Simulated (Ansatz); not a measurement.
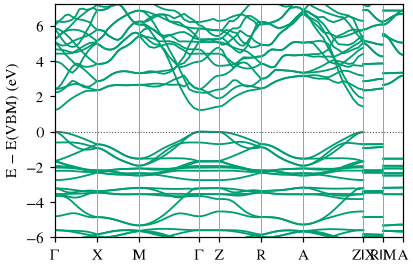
Fig. 1. Band structure from the program Ansatz at the r²SCAN level (PAW)

Question: Read off the gap and where the band edges lie.

Answer: About 1.2 eV (1.23 eV by a search for the band edges); maximum at Γ, minimum at Γ.

Question: Pick the material that matches.
A. BaCuSF, P4/nmm (Ba on 2c, Cu on 2b, S on 2c, F on 2a)
B. BaSrTi2O6, P4mm (Pearson symbol tP10)
C. BaCuTeF, P4/nmm (Ba on 2c, Cu on 2a, Te on 2c, F on 2b)
D. BaTiO3, P4mm (Ba on 1b, Ti on 1a, O on 2c, O on 1a)

Answer: C, BaCuTeF, P4/nmm (Ba on 2c, Cu on 2a, Te on 2c, F on 2b)

The workflow started from a Materials Project entry (that database holds measured and hypothetical structures alike); the Crystallography Open Database copy checked does not list it. Its standing as an ambient phase is unchecked. The r²SCAN relaxation kept the symmetry of its start; phonons show weakly imaginary modes. The run is not spin-polarised. No Hubbard U is applied. Spin–orbit coupling is left out wherever it is not named.

Potentials: the earlier of the program's two PAW sets. The files were generated under PBE; for other functionals the program regenerates the frozen cores, and for LDA and PBEsol the local potential too.
